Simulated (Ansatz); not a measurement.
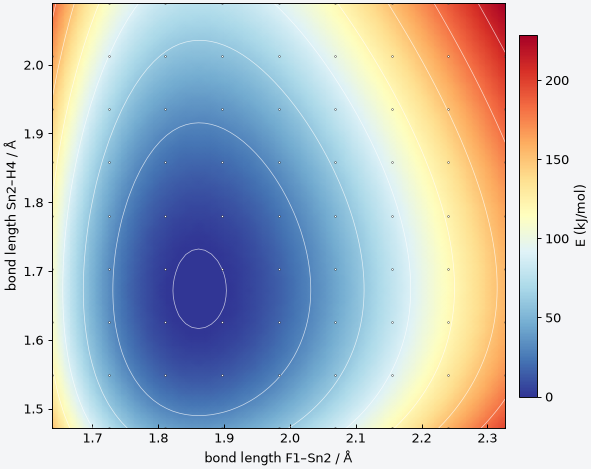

Energy landscape of BrFHSn, SMILES [F][SnH+][Br], charge +1. The first coordinate is: bond length F1–Sn2; the second: bond length Sn2–H4. Nothing is relaxed (all other coordinates rigid). The grid has 9 × 9 points. Energies: kJ/mol, counted from the lowest grid point. The calculation used RKS wB97M-V/def2-TZVP (Ansatz 0.2.0).

Drawn: a smooth colour map with a few white contour lines, dots at the grid points. Between grid points the surface is interpolated. 

### What does the map say about the system?

The lowest grid point is at bond length F1–Sn2 = 1.897 Å, bond length Sn2–H4 = 1.703 Å. No other kind of well shows on this grid. The highest grid point, bond length F1–Sn2 = 2.327 Å, bond length Sn2–H4 = 2.090 Å, lies 229 kJ/mol above the lowest. Round the minimum the two coordinates are nearly uncoupled.

Each point was launched as `ansatz run input.yaml --threads 1 --pin off --max-ram 2560MiB --backend cpu --events-out ev --progress --plain --runs-dir out`. Time for the 81 points that were run: 45 min on 1 thread of Arm Neoverse N1, with other jobs on the host.
